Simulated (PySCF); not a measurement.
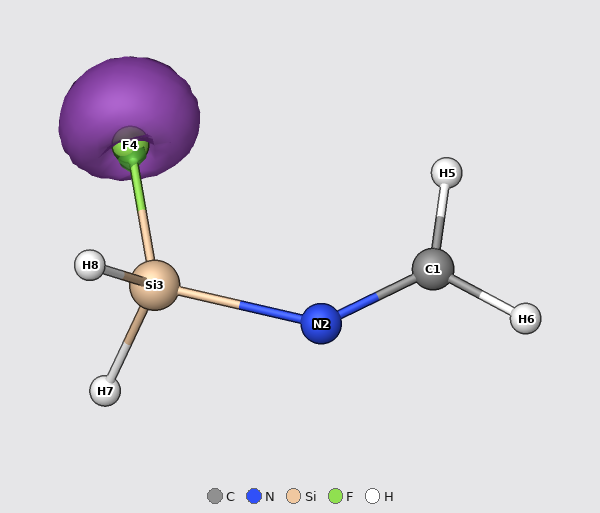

Figure. CH₄FNSi, SMILES `C=N[SiH2]F`. Intrinsic bond orbitals (IBO), occupied; each surface holds about 80 % of the orbital's density. Energies are diagonal elements of the Fock matrix.

Computed with PySCF, PBE0/6-31G*, geometry: GFN2-xTB. No frequency check shows the geometry to be a minimum.

Input

```python
import numpy as np
from pyscf import gto, scf, dft, lo
from pyscf.data.elements import chemcore

def solve(mol, dm0=None, hcore=None):
    mf = (dft.UKS if mol.spin else dft.RKS)(mol, xc='pbe0')
    mf.grids.level = 3
    mf = mf.density_fit(auxbasis='def2-universal-jkfit')
    mf.conv_tol, mf.max_cycle = 1e-8, 80
    if hcore is not None:
        mf.get_hcore = lambda *args: hcore
    mf.kernel(dm0)
    if not mf.converged:
        mf = mf.newton().run(mf.mo_coeff, mf.mo_occ, max_cycle=30)
    assert mf.converged, 'SCF not converged'
    return mf

mol = gto.M(atom='''
C      1.92790     0.43161     0.00003
N      1.05996    -0.46453    -0.00018
Si    -0.65408    -0.51094    -0.00001
F     -1.38168     0.93505    -0.00014
H      1.71545     1.50494    -0.00046
H      2.97997     0.15423     0.00089
H     -1.04497    -1.13114    -1.24940
H     -1.04534    -1.12837     1.25156
''', basis='6-31g*', charge=0, spin=0, verbose=4)
mf = solve(mol)
occ_all = mf.mo_coeff[:, mf.mo_occ > 0]
occ = occ_all[:, chemcore(mol):]
loc = lo.ibo.ibo(mol, occ, iaos=lo.iao.iao(mol, occ_all))
fock, s = mf.get_fock(), mf.get_ovlp()
ortho = lo.orth_ao(mol, 'meta_lowdin')
ortho = lo.vec_lowdin(lo.iao.iao(mol, occ_all), s)
labels = lo.iao.reference_mol(mol).ao_labels(fmt=None)
vir = lo.vvo.livvo(mol, occ_all, mf.mo_coeff[:, mf.mo_occ == 0])
both = np.hstack([loc, vir])
p = (ortho.T @ s @ both) ** 2
pop = np.array([p[[l[0] == a for l in labels]].sum(0) for a in range(mol.natm)])
spd = np.array([[p[[l[0] == a and l[2][-1] == k for l in labels]].sum(0) for k in 'spd'] for a in range(mol.natm)])
eps = np.einsum('pi,pq,qi->i', both, fock, both)
for i in np.argsort(eps):
    top = np.argsort(-pop[:, i])[:3]
    print('%3d %s %9.4f Eh ' % (i + 1, 'occ' if i < loc.shape[1] else 'vir', eps[i]), '  '.join('%s%d %.3f' % (mol.atom_symbol(a), a + 1, pop[a, i]) for a in top))
np.savez('result.npz', c=both, nocc=loc.shape[1], pop=pop, spd=spd, eps=eps, e=mf.e_tot)
```

Run with:

```sh
OMP_NUM_THREADS=1 python input.py
```

The run took 5.4 s on 1 thread of Arm Neoverse V2, on a shared host, peak memory 0.37 GiB.

**What does this orbital represent?**

Lone pair on F4 (sp0.9-type) (F4 100 %; −20.7 eV).
